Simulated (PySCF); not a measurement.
C6H8GeO, SMILES [GeH3]/[CH]=C\c1ccco1 at its GFN2-xTB optimised geometry (Å):

```
16

Ge    -2.2121     0.3351     0.0138
C     -1.3498    -1.4071     0.0044
C     -0.0297    -1.6089     0.0001
C      0.9237    -0.5363     0.0000
C      2.2970    -0.5363     0.0000
C      2.6927     0.8195     0.0000
C      1.5416     1.5470    -0.0002
O      0.4726     0.7378    -0.0001
H     -3.6942     0.0843     0.0232
H     -1.8996     1.1414     1.2297
H     -1.9158     1.1475    -1.2020
H     -1.9970    -2.2737     0.0037
H      0.3998    -2.6034    -0.0037
H      2.9373    -1.3947     0.0003
H      3.6942     1.1987     0.0001
H      1.3590     2.6034    -0.0005
```

Computed with PBE/def2-TZVP (PySCF 2.14.0).

Map of the HOMO−1 amplitude (bohr^(-3/2)) on the plane z = 1.5 Å; orbital energy -7.06 eV, overall sign arbitrary:

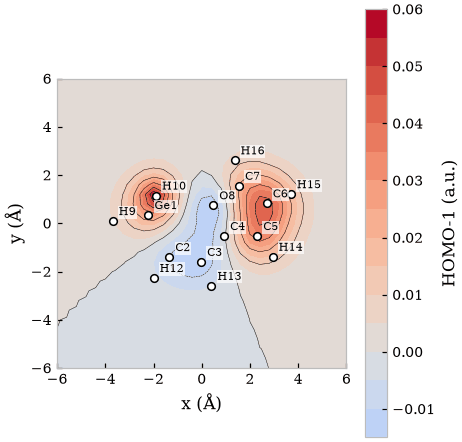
*HOMO−1 amplitude (bohr^(-3/2)) on the plane z = 1.5 Å.*
